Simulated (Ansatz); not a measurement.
## Electronic structure of H$_{2}$Si···CH$_{4}$ in real space

Input file:

```
crystal:
  periodic: [false, false, false]
  atoms:
    - { symbol: Si, position_ang: [-0.922316, 0.115531, 0.138689] }
    - { symbol: H, position_ang: [1.318496, -0.21086, 1.532872] }
    - { symbol: C, position_ang: [2.08195, -0.047292, 0.749409] }
    - { symbol: H, position_ang: [2.563014, -1.006801, 0.515689] }
    - { symbol: H, position_ang: [1.646203, 0.367128, -0.175077] }
    - { symbol: H, position_ang: [2.817659, 0.672698, 1.133519] }
    - { symbol: H, position_ang: [-0.488433, 1.153304, -0.904881] }
    - { symbol: H, position_ang: [-0.536173, -1.043708, -0.78542] }
basis:
  gaussian: { orbitals: def2-SVP }
hamiltonian:
  xc: b3lyp
  dispersion: d4
relax:
  f_tol: 0.03
  max_steps: 50
output:
  orbitals: {}
```

Launched as:

```sh
ansatz run input.yaml --threads 1 --pin off --max-ram 2048MiB --backend cpu --events-out ev --progress --plain --runs-dir out
```

The fields are those of the run's last geometry, not of the input's.

These are results of Ansatz, RKS B3LYP-D4/def2-SVP, not measurements.

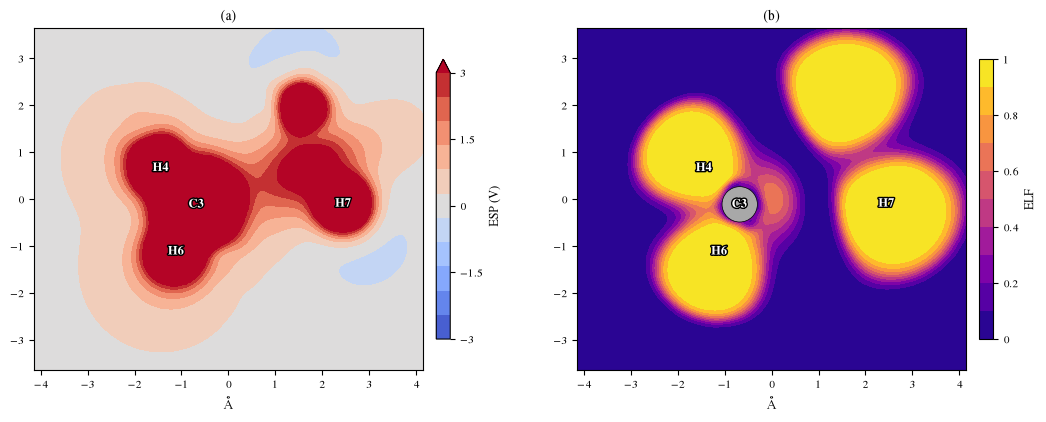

Figure 1. (a) molecular electrostatic potential; (b) electron localisation function on the plane of atoms H4, C3 and H6. Grey discs cover the atomic cores in the ELF map.

Describe what can be read from this map.

Answer.
- The section cuts through C and H sites.
- C–H (1.10 Å): the ELF climbs to about 1 towards the hydrogen, as it does in any bond to H; an ordinary covalent bond to hydrogen.
- Outside the dense part of the complex the potential is most negative (−0.4 V) near H8, which lies off the plane.

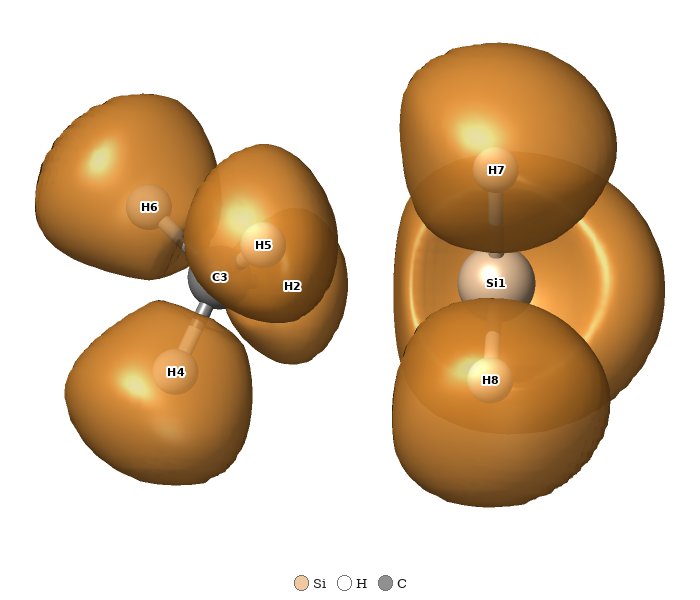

Figure 2. Isosurface of the ELF at 0.75 (orange), seen across its widest extent. Core shells and regions of very low density are left out.

Describe the localisation domains.

Answer. The ELF exceeds this value in six regions around hydrogen nuclei and one lobe on Si, pointing away from the bonds (lone pairs). Along the contacts the grid gives the following. Si1···H2 (2.15 Å): the ELF climbs to about 1 towards the hydrogen.

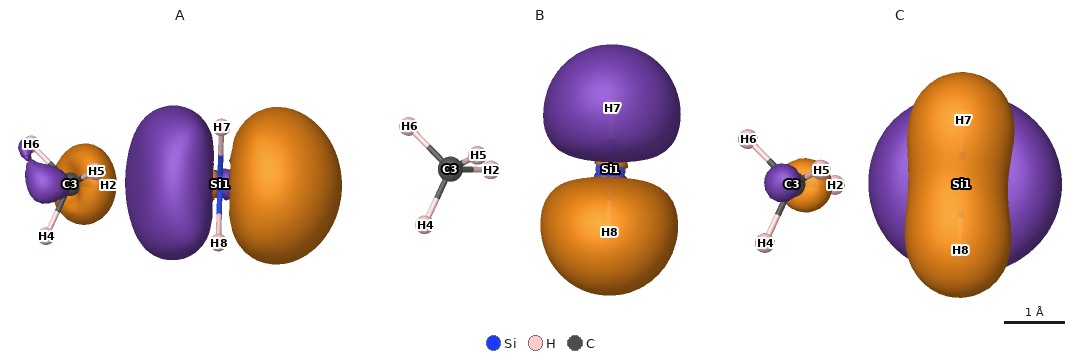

Figure 3. Three frontier orbitals at ±0.1 Å⁻³ᐟ² (orange and purple are the two phases), in no order.

Which picture is the HOMO−1, the HOMO and the LUMO?

Answer. B is the HOMO−1 (−8.69 eV). It lies mainly on Si1 (about 45 %), H8 (about 25 %) and H7 (about 25 %). C is the HOMO (−6.30 eV). Its weight (Hirshfeld) is mainly on Si1 (about 75 %), H7 (about 10 %) and H8 (about 10 %). A is the LUMO (−2.47 eV). By Hirshfeld shares it lies mainly on Si1 (about 75 %) and C3 (about 10 %).

What is the HOMO–LUMO gap?

Answer. 3.83 eV between the orbital energies.
